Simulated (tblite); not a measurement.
```xyz
21

C     3.351    0.026   -0.339
C     1.896   -0.045    0.009
C     1.485   -0.607    1.213
C     0.144   -0.705    1.547
C    -0.815   -0.230    0.668
C    -0.403    0.335   -0.529
C     0.929    0.431   -0.871
S    -1.794    0.837   -1.592
O    -2.112   -0.341   -2.404
C    -2.878    0.779   -0.080
C    -2.301   -0.280    0.848
H     3.539    0.815   -1.063
H     3.953    0.207    0.548
H     3.674   -0.918   -0.778
H     2.230   -0.978    1.902
H    -0.153   -1.148    2.486
H     1.217    0.870   -1.815
H    -2.815    1.774    0.360
H    -3.899    0.576   -0.393
H    -2.661   -1.270    0.551
H    -2.594   -0.111    1.886
```

Where will the first 8 clear peaks of this molecule's radial distribution curve from gas electron diffraction lie, and which pairs make them?

Peak 1, 1.09 Å: C–H 1.08–1.09 Å (×10)
Peak 2, 1.43 Å: C–C 1.38–1.52 Å (×9), S–O 1.47 Å, not resolved
Peak 3, 1.84 Å: S–C 1.82–1.86 Å (×2)
Peak 4, 2.46 Å: C···C 2.39–2.55 Å (×11), not resolved; in its flanks C···H 2.12–2.20 Å
Peak 5, 2.70 Å: C···C 2.58–2.80 Å (×4), O···C 2.62–2.69 Å (×2), C···H 2.64–2.95 Å (×8), S···C 2.68–2.85 Å (×3), not resolved
Peak 6, 3.35 Å: O···C 3.26–3.49 Å (×3), C···H 3.29–3.51 Å (×11), not resolved
Peak 7, 3.83 Å: C···C 3.73–3.90 Å (×6), S···C 4.00–4.12 Å (×2), not resolved; in its flanks C···C 4.29 Å
Peak 8, 4.61 Å: C···H 4.45–4.87 Å (×14), S···C 4.55 Å, O···C 4.56–4.69 Å (×2), C···C 4.76–4.85 Å (×2), not resolved

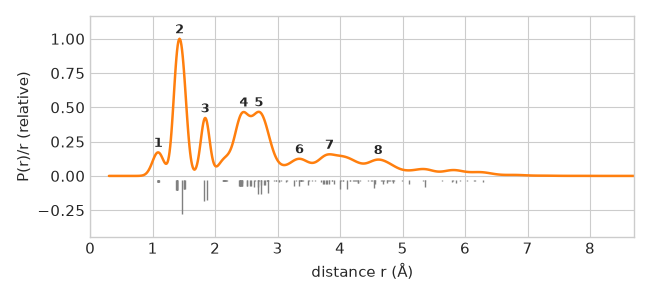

Simulated gas electron diffraction: radial distribution curve of C9H10OS. Each pair of atoms contributes with weight ZᵢZⱼ/r (bars below the curve); damping constant 0.001 Å²; vibrational amplitudes assumed, not computed: 0.05 Å for bonds, 0.078 Å for bonds to H, 0.06 + 0.015 r up to 0.15 Å for other pairs. The geometry is the end point of an optimisation (tblite 0.8.0, GFN2-xTB geometry optimisation, gas phase); it may be a saddle point or a higher isomer.
